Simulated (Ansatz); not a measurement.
A series of calculations on Ge2H5Cl

### Relaxation

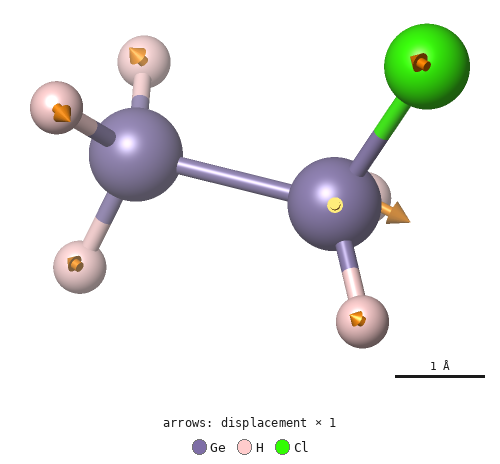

A relaxation of Ge2H5Cl. The starting structure is drawn; orange arrows show the displacements, at their true length. The two geometries are superimposed by the best rigid fit.

A ball-and-stick model, seen at a tilt.

The run prepares an end point of a later path (reaction) calculation, from a guessed geometry.

These are results of RKS BHLYP-D4/def2-SVP in Ansatz 0.2.0, not measurements. Settings: no spin polarisation; force threshold 0.03 eV/Å; at most 50 steps.

**Atoms of which element are displaced furthest, and by how much?**

Hydrogen: up to 0.60 Å, against 0.28 Å for chlorine.

**What happened in the run?**

After 5 geometry steps the energy has fallen by 6.80 kcal/mol. Largest force component: 0.89 eV/Å at the start, 0.022 eV/Å at the end. The largest move after the best rigid fit is that of an H atom, 0.60 Å. Largest moves by element: H 0.60 Å, Cl 0.28 Å, Ge 0.16 Å. Among the contacts that change: Ge–Ge 2.388 → 2.425 Å, Cl–Ge 2.164 → 2.177 Å, Ge–H 1.522 → 1.530 Å. Bond angles that change, for instance: Ge–Ge–H 87.7° → 113.6°, Ge–Ge–Cl 114.1° → 105.6°, Ge–Ge–H 117.0° → 109.0°.

### Relaxation

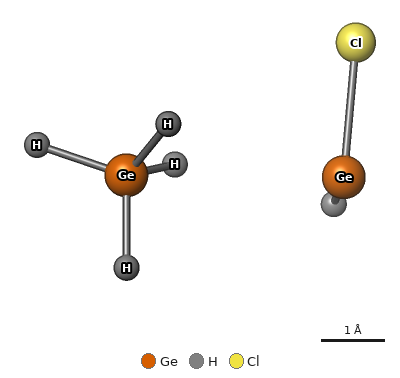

Starting structure of Ge2H5Cl. The picture is a ball-and-stick view, seen at a tilt.

The run prepares an end point of a later path (reaction) calculation, from a guessed geometry.

These are results of RKS BHLYP-D4/def2-SVP in Ansatz 0.2.0, not measurements.

The input:
```yaml
crystal:
  periodic: [false, false, false]
  atoms:
    - { symbol: Ge, position_ang: [-1.092475, 0.445632, -0.031522] }
    - { symbol: Ge, position_ang: [1.657068, -0.068998, 2.238039] }
    - { symbol: H, position_ang: [0.526022, -0.893438, 2.847372] }
    - { symbol: H, position_ang: [3.01131, -0.699162, 2.56242] }
    - { symbol: H, position_ang: [1.600517, 1.366154, 2.760228] }
    - { symbol: H, position_ang: [1.506731, -0.040512, 0.700121] }
    - { symbol: H, position_ang: [-0.270054, 0.977943, -1.286275] }
    - { symbol: Cl, position_ang: [-1.257218, -1.634318, -0.727782] }
basis:
  gaussian: { orbitals: def2-SVP }
hamiltonian:
  xc: { name: BHLYP }
  dispersion: d4
relax:
  f_tol: 0.03
  max_steps: 50
```

Run as
```bash
ansatz run input.yaml --threads 2 --pin off --max-ram 3072MiB --backend cpu --events-out ev --progress --plain --runs-dir out
```

Q: What does the optimiser find from here?

A: H6 moves most after the best rigid fit: 1.65 Å. By element the largest moves are H 1.65 Å, Cl 0.84 Å, Ge 0.42 Å. Near-neighbour distances that change, for instance: Ge1–H6 2.744 → 2.078 Å, Ge1–Ge2 3.602 → 3.367 Å, Ge1–Cl8 2.200 → 2.230 Å, Ge2–H6 1.546 → 1.568 Å. Bond angles that change, for instance: H3–Ge2–H6 109.6° → 105.9°, H5–Ge2–H6 108.6° → 105.2°, H3–Ge2–H4 110.4° → 112.8°. The energy falls by 0.156 eV in 21 geometry steps. Largest force component: 0.11 eV/Å at the start, 0.0057 eV/Å at the end.

Final geometry:

```xyz
8

Ge   -0.8337    0.4399   -0.3666
Ge    1.3565   -0.0025    2.1515
H     0.6197   -0.9870    3.0489
H     2.2713   -0.6876    1.1506
H     2.1019    1.0546    2.9674
H     0.2448    0.7848    1.3755
H     0.5639    0.6240   -1.0981
Cl   -0.6426   -1.7730   -0.1667
```

The end point in the same view:

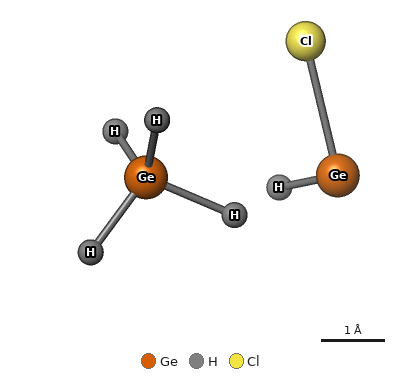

Limits of the set-up: the start holds two separate molecules, 2.7 Å apart at their closest, whose relative position is a soft coordinate.

### Path

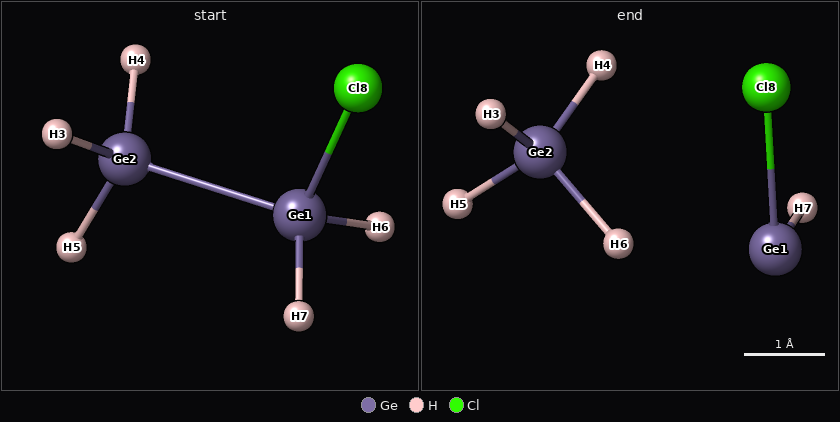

The two relaxed end points of a path for Ge₂H₅Cl. A ball-and-stick model, seen from a free direction.

Computed with Ansatz 0.2.0, RKS BHLYP-D4/def2-SVP.

Set-up: 7 movable images; climbing image; force threshold 0.05 eV/Å; iteration limit 60.

Start:
```xyz
8

Ge    0.4263    0.0727   -0.0056
Ge    1.0999   -0.0167    2.3227
H    -0.1285   -0.3047    3.1856
H     2.1277   -1.1341    2.5041
H     1.7202    1.3186    2.7458
H     1.6018    0.1502   -0.9818
H    -0.5802    1.1829   -0.3130
Cl   -0.5852   -1.8157   -0.3951
```

End:
```xyz
8

Ge   -0.3554    0.2955   -0.7704
Ge    1.1455    0.1460    2.2393
H     0.0421   -0.4222    3.1207
H     2.0519   -0.9283    1.6629
H     1.9440    1.2300    2.9646
H     0.4173    0.8872    1.0653
H     1.1608    0.0305   -1.1617
Cl   -0.7243   -1.7854   -0.0582
```

Q: What barrier does the band find between them, and by what path?

A: The energy climbs by 203.6 kJ/mol to image 3 and then falls by 88.7 kJ/mol, so the end point sits at +115.0 kJ/mol. Breaking: Ge1–Ge2 (2.43 → 2.51 at the top → 3.37 Å), Ge1–H6 (1.53 → 1.72 at the top → 2.08 Å). Forming: Ge2–H6 (3.35 → 1.90 at the top → 1.57 Å). The band converged in 20 iterations, with a climbing image at the top.

Energies of the converged images:

```csv
image,path (Å),E (kJ/mol)
0,0.00,0.0
1,0.75,14.1
2,1.49,94.0
3,2.24,203.6
4,2.94,142.9
5,3.63,124.9
6,4.33,120.3
7,5.03,116.7
8,5.73,115.0
```

The geometry at the top of the path:

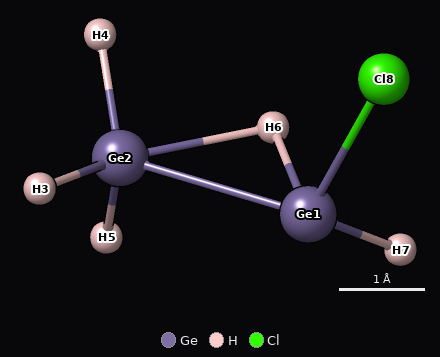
